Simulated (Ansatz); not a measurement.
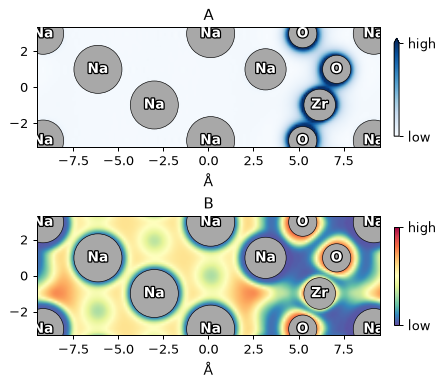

Na₅ZrO₂: 2 fields on the (110) plane of the conventional cell, with unlabelled colour scales. Grey discs cover the atomic cores.

Space group P-3m1; a generated structure, not necessarily the stable one; computed without spin polarisation.

These are results of Ansatz 0.2.0, DFT PBE, scalar-relativistic, plane waves, PAW, not measurements.

```xyz
8
Lattice="3.4276 0.0000 0.0000 -1.7138 2.9684 0.0000 0.0000 0.0000 18.3631" Properties=species:S:1:pos:R:3 pbc="T T T"
Na    1.7138    0.9894    3.0062
Na    0.0000    1.9789    6.0527
Na    0.0000    0.0000    9.1816
Na    1.7138    0.9894   12.3105
Na    0.0000    1.9789   15.3569
Zr    0.0000    0.0000    0.0000
O     1.7138    0.9894   17.4215
O     0.0000    1.9789    0.9417
```

### The panels show electron localisation function and valence pseudo-density in some order. Assign them.

Panel A: valence pseudo-density. Panel B: electron localisation function. From the grid: Zr–O (2.19 Å): the density is about 0.54 e/Å³ at the midpoint; the ELF peaks at about 0.80 in the valence shell of O, 0.6 Å from its nucleus, and drops to about 0.15 between the two atoms: no shared electron pair shows on this line. Na–O (2.86 Å): the density is about 0.06 e/Å³ at the midpoint, with its minimum of 0.05 e/Å³ about 1.3 Å from Na; the ELF is about 0.10 at the midpoint: no localised pair shows between them.
